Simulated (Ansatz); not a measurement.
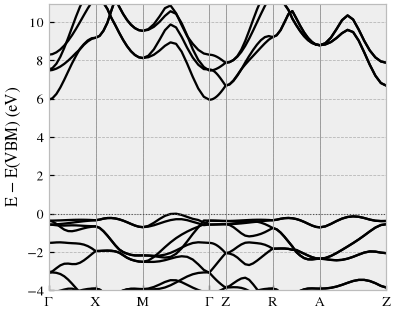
Fig. 1. Band structure from r²SCAN (plane waves, PAW; program Ansatz)

Task: Read off the gap and where the band edges lie.

Result: About 5.9 eV (5.94 eV by a search for the band edges); maximum on the M–Γ line, 47 % of the way from M, minimum at Γ.

The material is SiO$_{2}$ in space group P4_2/nmc (No. 137; Si on 2a, O on 4d).

The cell is a constructed one: a structure type filled with these elements; neither database checked (COD, Materials Project) lists it. It is not the phase usual at ambient conditions (space group No. 92, 152, 154). The r²SCAN relaxation kept the symmetry of its start; whether a distortion lowers the energy is not shown.

Potentials: the earlier of the program's two PAW sets.
